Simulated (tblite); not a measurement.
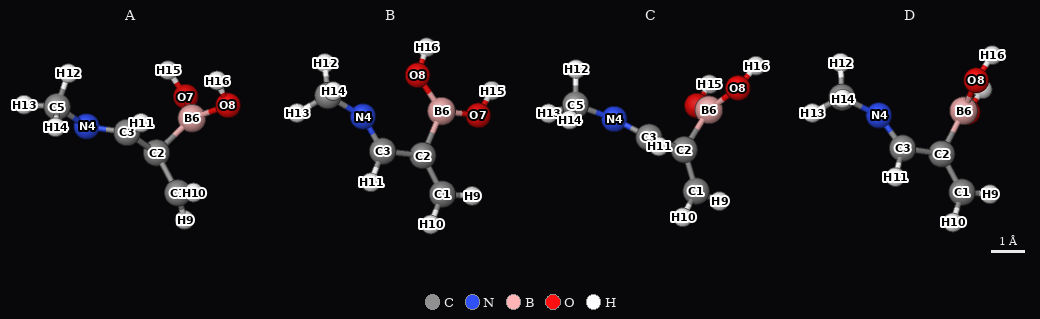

4 geometries from one relaxation of C$_{4}$H$_{8}$BNO$_{2}$ (charge +1, multiplicity 2), in shuffled order. Style: ball-and-stick. Shown at a tilt.

Computed with tblite 0.8.0, GFN2-xTB geometry optimisation, gas phase. 

Q: Put them in the order of the run, from the start to the converged end.

A: A, C, D, B. They are steps 0, 76, 105, 174, at +4.010 eV, +0.208 eV, +0.145 eV relative to the last. O8 moves most after the best rigid fit: 2.37 Å. By element the largest moves are O 2.37 Å, H 2.22 Å, N 0.85 Å, C 0.61 Å, B 0.47 Å. Some distances before and after: C1–C2 1.482 → 1.334 Å, B6–O7 1.458 → 1.331 Å, B6–O8 1.458 → 1.341 Å, N4–C5 1.435 → 1.375 Å. Among the angles between lasting bonds that change: C3–N4–C5 122.8° → 148.0°, B6–O8–H16 105.4° → 120.6°, C1–C2–B6 111.4° → 122.3°. Groups turn about N4–C5 by about 135°, B6–O8 by about 90°, B6–O7 by about 90°. After 174 geometry steps the energy has fallen by 4.010 eV. The run took 0.87 s on 1 thread of Arm Neoverse V2, on a shared host.
